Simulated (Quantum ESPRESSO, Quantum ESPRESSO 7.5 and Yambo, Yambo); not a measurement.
## Beyond one shot: SnO2 (Cassiterite)

Aim: iterate the self-energy on SnO2 (Cassiterite) and follow the gap from cycle to cycle.

Calculated with Quantum ESPRESSO 7.5 and Yambo 5.3.0; PBE and many-body steps on it, plane waves.

**What was measured.**

- Gap 3.6 eV: experimental gap quoted from earlier work; bulk crystal (quoted in “Study on the Photocatalytic Properties of Flower-Shaped SnO2”, 2022, pmc:9565917).

## 1. Starting point

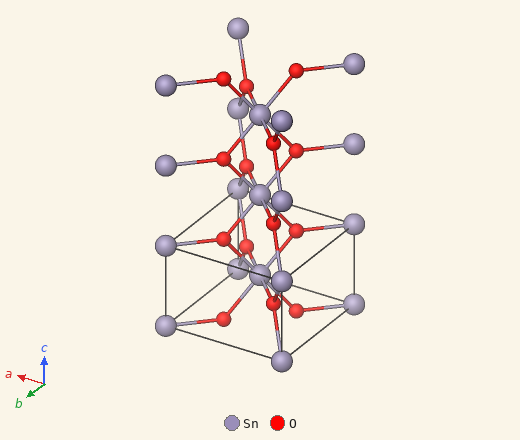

The cell as given, from a free direction (tin purple, oxygen red). 1×1×3 cells are drawn. Some periodic images of atoms are drawn too.

Coordinates:

```cif
data_structure
_symmetry_space_group_name_H-M 'P 1'
_symmetry_Int_Tables_number 1
_cell_length_a 4.7380
_cell_length_b 4.7380
_cell_length_c 3.1865
_cell_angle_alpha 90.000
_cell_angle_beta 90.000
_cell_angle_gamma 90.000
_cell_volume 71.53
loop_
_atom_site_label
_atom_site_type_symbol
_atom_site_fract_x
_atom_site_fract_y
_atom_site_fract_z
_atom_site_occupancy
Sn1 Sn 0.00000 0.00000 0.00000 1
Sn2 Sn 0.50000 0.50000 0.50000 1
O3 O 0.30710 0.30710 0.00000 1
O4 O 0.19290 0.80710 0.50000 1
O5 O 0.69290 0.69290 0.00000 1
O6 O 0.80710 0.19290 0.50000 1
```

The cell and positions come from the Crystallography Open Database and are kept as given unless a step says otherwise.

## 2. Empty states on the mesh, 4×4×4 mesh, 83 bands

This step: Quantum ESPRESSO 7.5; DFT, PBE, plane waves, norm-conserving pseudopotentials.

The sums over transitions need many empty states on a uniform mesh; this step solves for them.

pw.in

```
&control
  calculation = 'nscf'
  prefix = 'x'
  outdir = 'o'
  pseudo_dir = 'pseudo'
/
&system
  ibrav = 0
  nat = 6
  ntyp = 2
  ecutwfc = 84.0
  nbnd = 83
  force_symmorphic = .true.
/
&electrons
  conv_thr = 1e-9
  electron_maxstep = 80
  diago_full_acc = .true.
  diago_thr_init = 5e-6
/
ATOMIC_SPECIES
  Sn 118.71 Sn.upf
  O 15.999 O.upf
CELL_PARAMETERS angstrom
  4.7380000000 0.0000000000 0.0000000000
  0.0000000000 4.7380000000 0.0000000000
  0.0000000000 0.0000000000 3.1865000000
ATOMIC_POSITIONS crystal
  Sn 0.0000000000 0.0000000000 0.0000000000
  Sn 0.5000000000 0.5000000000 0.5000000000
  O 0.3071000000 0.3071000000 0.0000000000
  O 0.1929000000 0.8071000000 0.5000000000
  O 0.6929000000 0.6929000000 0.0000000000
  O 0.8071000000 0.1929000000 0.5000000000
K_POINTS automatic
  4 4 4 0 0 0
```

Started as:

```bash
OMP_NUM_THREADS=1 mpirun -n 8 pw.x -nk 4 -in pw.in > pw.out
```

The program printed:

```text
Program PWSCF v.7.5 starts

     This program is part of the open-source Quantum ESPRESSO suite
     for quantum simulation of materials; please cite
         "P. Giannozzi et al., J. Phys.:Condens. Matter 21 395502 (2009);
         "P. Giannozzi et al., J. Phys.:Condens. Matter 29 465901 (2017);
         "P. Giannozzi et al., J. Chem. Phys. 152 154105 (2020);
     in publications or presentations arising from this work. More details at

     Atomic positions and unit cell read from directory:
     o/x.save/

     Message from routine setup:
[...]
-116.6528-116.6528 -72.4818 -72.4817 -72.4386 -72.4386 -72.4384 -72.4384
[...]
41.1816  41.1816  42.2310  42.2310  44.2680  44.2680  44.9356  44.9356
    45.2284  45.2284  46.1404  46.1404  46.5071  46.5071  48.8842  48.8842
    49.6189  49.6189  50.9144

          k = 0.0000 0.2500 0.0000 (  6268 PWs)   bands (ev):

     [... further k-points ...]

     highest occupied, lowest unoccupied level (ev):    11.2481   12.5370

     XML data file, pseudopotentials, collected wavefunctions

=------------------------------------------------------------------------------=
   JOB DONE.
=------------------------------------------------------------------------------=
```

Elapsed: 15 s, on 8 MPI ranks of Arm Neoverse V1, shared host; peak memory 0.57 GiB.

Numbers from this step:

| Item | Value |
| --- | --- |
| gap | 1.289 eV |
| k of the valence top | 0, 0, 0 |
| k of the conduction bottom | 0, 0, 0 |
| least direct gap | 1.289 eV |
| k points computed | 21 |
| lowest point of the top converged band, above the valence top | 38.20 eV |

On this mesh the gap is 1.289 eV.

The density comes from a self-consistent run that is not shown.

## 3. Conversion and set-up

This step: Yambo 5.3.0; conversion and set-up on PBE, plane waves, norm-conserving pseudopotentials.

The states are converted to the many-body program's format and the q mesh is built.

Started as:

```bash
(cd o/x.save; p2y > p2y.log; mv SAVE ../..); yambo > setup.log
```

The program printed:

```text
 Yambo, version 5.3.0

 [02] CORE Variables Setup
 =========================

  [02.01] Unit cells
  ==================

  Cell kind             :  Unknown
  Atoms in the cell     :  Sn  O
  number of Sn atoms    :  2
  number of O  atoms    :   4

  List of atomic masses
  Mass of Sn    :  118.7100
  Mass of O     :  15.99900

  List of atomic coordinates    : [cc]
  Sn1       :  0.000000  0.000000  0.000000  order 1
  Sn2       :  4.476761  4.476761  3.010806  order 2
  O1       :  2.749627  2.749627  0.000000  order 3
  O2       :  1.727134  7.226388  3.010806  order 4
[...]
K/Q-points units:
 rlu = crystal or reduced units; cc = cartesian coordinates; iku = interal k-units

 Q [ 1]         [rlu]:  0.000000  0.000000  0.000000
 Q [ 2]         [rlu]:  0.000000  0.000000  0.250000
 Q [ 3]         [rlu]:  0.000000  0.000000 -0.500000
[...]
Q [ 8]         [rlu]:  0.000000 -0.500000  0.250000
 Q [ 9]         [rlu]:  0.000000 -0.500000 -0.500000
 Q [10]         [rlu]:  0.250000  0.250000  0.000000
     [... 9 further rows ...]
 Q [20]         [rlu]: -0.250000  0.250000 -0.250000
 Q [21]         [rlu]: -0.250000  0.250000  0.500000

  [03.01] X indexes
  =================

   [03.01.01] Sigma indexes
   ========================

 [06] Game Over & Game summary
```

Wall time 3 s (1 MPI rank); peak memory 0.25 GiB.

## 4. G0W0

Now the one-shot GW correction: screening in the RPA, then the self-energy of the levels asked for.

This step: G0W0 on PBE, plane waves, norm-conserving pseudopotentials.

gw1.in

```
HF_and_locXC
gw0
dyson
ppa
em1d
rim_cut
RandQpts= 1000000
RandGvec= 1 RL
EXXRLvcs= 84 Ry
VXCRLvcs= 336 Ry
Chimod= "HARTREE"
% BndsRnXp
 1 | 83 |
%
NGsBlkXp= 6.5 Ry
% LongDrXp
 1 | 1 | 1 |
%
% GbndRnge
 1 | 83 |
%
DysSolver= "n"
ExtendOut
PPAPntXp= 27.21138 eV
% QPkrange
 1 | 21 | 25 | 42 |
%
```

Started as:

```bash
OMP_NUM_THREADS=1 mpirun -n 8 yambo -F gw1.in -J gw1 -C gw1 > gw1.log
```

The program printed:

```text
 Yambo, version 5.3.0

 [02] CORE Variables Setup
 =========================

  [... cell, symmetries and grids as in the set-up ...]

  [02.05] Energies & Occupations
  ==============================

  [X] === General ===
  [X] Electronic Temperature                        :  0.000000  0.000000 [eV K]
  [X] Bosonic    Temperature                        :  0.000000  0.000000 [eV K]
  [X] Finite Temperature mode                       : no
  [X] El. density                                   :  0.95062E+24 [cm-3]
  [X] Fermi Level                                   :  11.24814 [eV]

  [X] === Gaps and Widths ===
  [X] Conduction Band Min                           :  1.288899 [eV]
  [X] Valence Band Max                              :  0.000000 [eV]
  [X] Filled Bands                                  :   34
  [X] Empty Bands                                   :   35   83
  [X] Direct Gap                                    :  1.288899 [eV]
  [X] Direct Gap localized at k                     :  1
  [X] Indirect Gap                                  :  1.288899 [eV]
  [X] Indirect Gap between kpts                     :  1  1
  [X] Last valence band width                       :  1.252534 [eV]
  [X] 1st conduction band width                     :  5.193994 [eV]

 [03] Transferred momenta grid and indexing
 ==========================================

 IBZ Q-points                                      :  21
 BZ  Q-points                                      :   64

 K/Q-points units:
 rlu = crystal or reduced units; cc = cartesian coordinates; iku = interal k-units

 Q [ 1]         [rlu]:  0.000000  0.000000  0.000000
 Q [ 2]         [rlu]:  0.000000  0.000000  0.250000
 Q [ 3]         [rlu]:  0.000000  0.000000 -0.500000
 Q [ 4]         [rlu]:  0.000000  0.250000  0.000000
 Q [ 5]         [rlu]:  0.000000  0.250000  0.250000
 Q [ 6]         [rlu]:  0.000000  0.250000 -0.500000
 Q [ 7]         [rlu]:  0.000000 -0.500000  0.000000
 Q [ 8]         [rlu]:  0.000000 -0.500000  0.250000
 Q [ 9]         [rlu]:  0.000000 -0.500000 -0.500000
 Q [10]         [rlu]:  0.250000  0.250000  0.000000
     [... 9 further rows ...]
 Q [20]         [rlu]: -0.250000  0.250000 -0.250000
 Q [21]         [rlu]: -0.250000  0.250000  0.500000

 [04] Coloumb potential Random Integration (RIM)
 ===============================================

  [04.01] RIM initialization
  ==========================

  * Diagonal components only detected *

  8 x (sBL volume)        :  0.064232 [a.u.]
  sBZ random points       :  1000000
  Points outside the sBZ  :   7992674
  RL volume               :  0.513853 [a.u.]
  Integrated volume       :  0.514324 [a.u.]

  [04.02] RIM integrals
  =====================

  Gamma point sphere radius             :  0.072644 [a.u.]
  Points outside the sphere             :   799713
  [Int_sBZ(q=0) 1/q^2]*(Vol_sBZ)^(-1/3) =:  7.541870
                                 should be <:  7.795600

  Summary of Coulomb integrals for non-metallic bands |Q|[au] RIM/Bare

  Q [1] 0.100000E-4 0.967452 * Q [4] 0.175439 0.953374
  Q [19] 0.248108 0.995592 * Q [10] 0.248108 0.994735
  Q [2] 0.260860 1.178302 * Q [5] 0.314367 1.089818
  Q [7] 0.350878 0.993213 * Q [11] 0.360008 1.051976
  Q [20] 0.360008 1.053430 * Q [13] 0.392293 0.996431
  Q [8] 0.437222 1.022065 * Q [14] 0.471107 1.016278
  Q [16] 0.496216 0.999063 * Q [3] 0.521720 1.045184
  Q [6] 0.550427 1.036830 * Q [17] 0.560605 1.008497
  Q [12] 0.577710 1.030447 * Q [21] 0.577710 1.030360
  Q [9] 0.628734 1.021636 * Q [15] 0.652752 1.018623
  Q [18] 0.720015 1.012895

 [05] Dipoles
 ============

  [05.01] Setup: observables and procedures
  =========================================

  [WARNING] [x,Vnl] slows the Dipoles computation. To neglect it rename the ns.kb_pp file

 [06] Dynamic Dielectric Matrix (PPA)
 ====================================

 [SLK-Inversion]  Pools        :  2
 [SLK-Inversion]  BLACS grid   :  2  2

 [WR./gw1//ndb.pp]---------------------------------------------------------------
[...]
X e/h energy range                               : -1.000000 -1.000000 [eV]
  X Time ordering                                  : R
  X Hxc Kernel                                     : HARTREE
  X Drude frequency                                :  0.000000  0.000000
  X poles                                          :  100.0000 [o/o]
  RL vectors in the sum                            :   7807
  [r,Vnl] included                                 : yes
  Field direction                                  :  0.577350E-5  0.577350E-5  0.577350E-5
  BZ energy Double Grid                            : no
  BZ energy DbGd points                            : 0
  BZ Q point size factor                           : -1.000000
  X Optical Averaged directions                    : none

 [07] Local Exchange-Correlation + Non-Local Fock
 ================================================

 [VXC] Plane waves :   50163
 [EXS] Plane waves :   6281

 QP @ state[ 1 ] K range:   1  21
 QP @ state[ 1 ] b range:   25   42

 [xc] Functional : Perdew, Burke & Ernzerhof(X)+Perdew, Burke & Ernzerhof(C)
 [xc] LIBXC used to calculate xc functional
  PP Number of Atomic Species                      :  2
  NLCC RL compoments                               :   50163
  PP Number of Atomic Species                      :  2
  NLCC RL compoments                               :   50163

 [xc] E_xc :  -50.05431 [Ha]
      E_xc :  -100.1086 [Ry]

  Local XC kind (lXC) : Perdew, Burke & Ernzerhof(X)+Perdew, Burke & Ernzerhof(C)
  Non-Local XC kind (nlXC) : Hartree-Fock

  Corrections @ K [1] :  [eV]
 <25|nlXC|25> = -23.49107 -0.27807E-18 <25|lXC|25> = -17.62287  0.29506E-17
 <26|nlXC|26> = -23.74073  0.93306E-17 <26|lXC|26> = -18.05668 -0.75528E-15
 <27|nlXC|27> = -23.40450  0.11577E-16 <27|lXC|27> = -16.73458  0.37764E-15
 <28|nlXC|28> = -24.75840 -0.17566E-17 <28|lXC|28> = -19.75446 -0.13263E-19
 <29|nlXC|29> = -25.62062  0.11267E-17 <29|lXC|29> = -20.70869 -0.13220E-19
 <30|nlXC|30> = -25.56945 -0.34138E-17 <30|lXC|30> = -20.66930  0.75527E-15
[...]
Corrections @ K [2] :  [eV]
[...]
Corrections @ K [3] :  [eV]
[...]
Corrections @ K [4] :  [eV]
[...]
Corrections @ K [5] :  [eV]
[...]
[... 15 further k-points ...]
  Corrections @ K [21] :  [eV]
[...]
<40|nlXC|40> = -8.914742 -0.53289E-18 <40|lXC|40> = -15.63135 -0.94408E-16
 <41|nlXC|41> = -8.328866  0.16593E-18 <41|lXC|41> = -14.92729  0.59745E-16
 <42|nlXC|42> = -8.281484  0.54653E-19 <42|lXC|42> = -15.14913 -0.26197E-19

  [07.01] Hartree-Fock occupations report
  =======================================

  [Hartree-Fock] === General ===
  [Hartree-Fock] Electronic Temperature             :  0.000000  0.000000 [eV K]
  [Hartree-Fock] Bosonic    Temperature             :  0.000000  0.000000 [eV K]
  [Hartree-Fock] Finite Temperature mode            : no
  [Hartree-Fock] El. density                        :  0.95062E+24 [cm-3]
  [Hartree-Fock] Fermi Level                        :  11.24814 [eV]

  [Hartree-Fock] === Gaps and Widths ===
  [Hartree-Fock] Conduction Band Min                :  5.153822 [eV]
  [Hartree-Fock] Valence Band Max                   : -5.676099 [eV]
  [Hartree-Fock] Filled Bands                       :   34
  [Hartree-Fock] Empty Bands                        :   35   83
  [Hartree-Fock] Direct Gap                         :  11.02297 [eV]
  [Hartree-Fock] Direct Gap localized at k          :  1
  [Hartree-Fock] Indirect Gap                       :  10.82992 [eV]
  [Hartree-Fock] Indirect Gap between kpts          :  21   1
  [Hartree-Fock] Last valence band width            :  1.782674 [eV]
  [Hartree-Fock] 1st conduction band width          :  7.319098 [eV]

 [08] Dyson equation: Newton solver
 ==================================

  [08.01] G0W0 (W PPA)
  ====================

  [  GW  ] Bands range     :    1   83
  [GW/PPA] G damping       :  0.100000 [eV]

  QP @ state[ 1 ] K range:   1  21
  QP @ state[ 1 ] b range:   25   42

   Sc/G bands                                       :    1   83
   Sc/G damping                                     :  0.100000 ev
   Sc bands terminator                              : no
   Sx RL components                                 :   6281

   QP @ state[ 1 ] K range                          :   1  21
   QP @ state[ 1 ] b range                          :   25   42
   GF energies kind                                 : Perdew, Burke & Ernzerhof(X)+Perdew, Burke & Ernzerhof(C)
   GF WF`s kind                                     : Perdew, Burke & Ernzerhof(X)+Perdew, Burke & Ernzerhof(C)
   Xs energies kind                                 : Perdew, Burke & Ernzerhof(X)+Perdew, Burke & Ernzerhof(C)
   Xs WF`s kind                                     : Perdew, Burke & Ernzerhof(X)+Perdew, Burke & Ernzerhof(C)

 [11] Game Over & Game summary
```

Run time: 21 min. Hardware: 8 MPI ranks; peak memory 10 GiB; 2.9 h of CPU time.

This step gave:

```
G0W0 gap on the mesh                         : 2.763 eV
starting gap on the mesh                     : 1.289 eV
k of the valence top                         : 0, 0, 0
k of the conduction bottom                   : 0, 0, 0
least direct G0W0 gap on the computed points : 2.763 eV
Z at the valence top                         : 0.7887
Z at the conduction bottom                   : 0.8444
```

The gap on the mesh goes from 1.29 eV to 2.76 eV, a correction of +1.47 eV.

(Continued in part 2 of 2.)

[Paths, hosts, dates, memory and timing lines, banners, echoed tables and standing remarks are left out of the program output.]

[Logs are printed without paths, hosts, clocks, repeated set-up lines and the standing remarks that a program may print on its own settings, such as how far it seeks lower states.]

[Runs of the session that timed out or met a known fault of the program may be left out.]

[Hosts, paths, dates, database ids (printed as entryN), source tags and the programs' standing remarks are cut or masked in the printed files.]
